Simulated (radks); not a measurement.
# Valence configurations of Ga

NIST gives [Ar] 3d10 4s2 4p1 as the ground configuration of Ga. Does this level of theory agree? Several fillings of the valence shells are run.

Method: scalar-relativistic Kohn-Sham, BLYP, spin-polarised, spherical densities, finite nucleus; open shells are filled with parallel spins first. Code: radks (a radial shooting solver on a logarithmic mesh, Libxc functionals) version 1.

**1. The system**

```
element            : gallium (Z = 31)
charge             : 0
electrons          : 31
configuration      : [Ar] 3d10 4s2 4p1
nuclear rms radius : 3.9973 fm
others tried       : 3d9 4s2 4p2; 3d8 4s2 4p3; 3d10 4s1 4p2; 3d9.5 4s2 4p1.5; 3d10 4s1.5 4p1.5; 3d8 4s1 4p4; 3d6 4s1 4p6; 3d9 4p4; 3d10 4p3
```

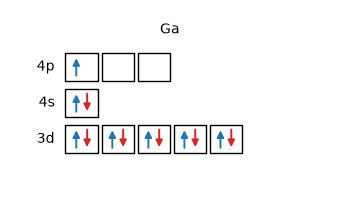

Occupation of the outer shells (arrows by Hund's rule).

**2. [Ar] 3d10 4s2 4p1**

The run's settings:

```text
Z 31
configuration [Ar] 3d10 4s2 4p1
relativity scalar-relativistic
functional b88,lyp
spin polarised
nucleus finite rms 3.9973 fm
c 137.035999084
```

**3. [Ar] 3d9 4s2 4p2**

The run's settings:

```text
Z 31
configuration [Ar] 3d9 4s2 4p2
relativity scalar-relativistic
functional b88,lyp
spin polarised
nucleus finite rms 3.9973 fm
c 137.035999084
```

**4. [Ar] 3d8 4s2 4p3**

The run's settings:

```text
Z 31
configuration [Ar] 3d8 4s2 4p3
relativity scalar-relativistic
functional b88,lyp
spin polarised
nucleus finite rms 3.9973 fm
c 137.035999084
```

**5. [Ar] 3d10 4s1 4p2**

The run's settings:

```text
Z 31
configuration [Ar] 3d10 4s1 4p2
relativity scalar-relativistic
functional b88,lyp
spin polarised
nucleus finite rms 3.9973 fm
c 137.035999084
```

**6. [Ar] 3d9.5 4s2 4p1.5**

The run's settings:

```text
Z 31
configuration [Ar] 3d9.5 4s2 4p1.5
relativity scalar-relativistic
functional b88,lyp
spin polarised
nucleus finite rms 3.9973 fm
c 137.035999084
```

**7. [Ar] 3d10 4s1.5 4p1.5**

The run's settings:

```text
Z 31
configuration [Ar] 3d10 4s1.5 4p1.5
relativity scalar-relativistic
functional b88,lyp
spin polarised
nucleus finite rms 3.9973 fm
c 137.035999084
```

**8. [Ar] 3d8 4s1 4p4**

The run's settings:

```text
Z 31
configuration [Ar] 3d8 4s1 4p4
relativity scalar-relativistic
functional b88,lyp
spin polarised
nucleus finite rms 3.9973 fm
c 137.035999084
```

**9. [Ar] 3d6 4s1 4p6**

The run's settings:

```text
Z 31
configuration [Ar] 3d6 4s1 4p6
relativity scalar-relativistic
functional b88,lyp
spin polarised
nucleus finite rms 3.9973 fm
c 137.035999084
```

**10. [Ar] 3d9 4p4**

The run's settings:

```text
Z 31
configuration [Ar] 3d9 4p4
relativity scalar-relativistic
functional b88,lyp
spin polarised
nucleus finite rms 3.9973 fm
c 137.035999084
```

**11. [Ar] 3d10 4p3**

Changes since step 10:

```diff
@@ -1,3 +1,3 @@
 Z 31
-configuration [Ar] 3d9 4p4
+configuration [Ar] 3d10 4p3
 relativity scalar-relativistic
```

Before running it: what results should come out? Wanted: for each run, valence; E − E(NIST configuration); moment; highest level; its energy; 1s shift.

**Answer**, as computed:

| valence | E − E(NIST configuration) (eV) | moment (μB) | highest level | its energy (eV) | 1s shift (eV) |
| --- | --- | --- | --- | --- | --- |
| 3d10 4s2 4p1 | 0.000 | 1 | 4p up | -2.702 | +0.00 |
| 3d10 4s1.5 4p1.5 | 2.831 | 2 | 4p up | -3.216 | -0.84 |
| 3d10 4s1 4p2 | 5.450 | 3 | 4p up | -3.665 | -1.56 |
| 3d9.5 4s2 4p1.5 | 8.916 | 2 | 4p up | -3.437 | -4.99 |
| 3d10 4p3 | 12.393 | 3 | 4p up | -4.331 | -3.30 |
| 3d9 4s2 4p2 | 19.478 | 3 | 4p up | -4.149 | -10.19 |
| 3d9 4p4 | 34.964 | 3 | 4p down | -4.212 | -13.56 |
| 3d8 4s2 4p3 | 45.783 | 5 | 4p up | -5.536 | -21.27 |
| 3d8 4s1 4p4 | 54.118 | 5 | 4p down | -4.338 | -22.96 |
| 3d6 4s1 4p6 | 134.98 | 5 | 4p down | -7.297 | -48.19 |

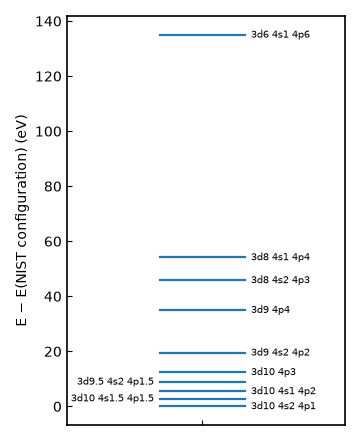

Energies of the configurations.

Theory agrees with NIST among these: the next, 3d10 4s1.5 4p1.5, lies 2.831 eV higher. The energies are those of spherical high-spin densities, not of single terms. The 1s eigenvalue shifts by up to 48.19 eV as the valence charge is rearranged.
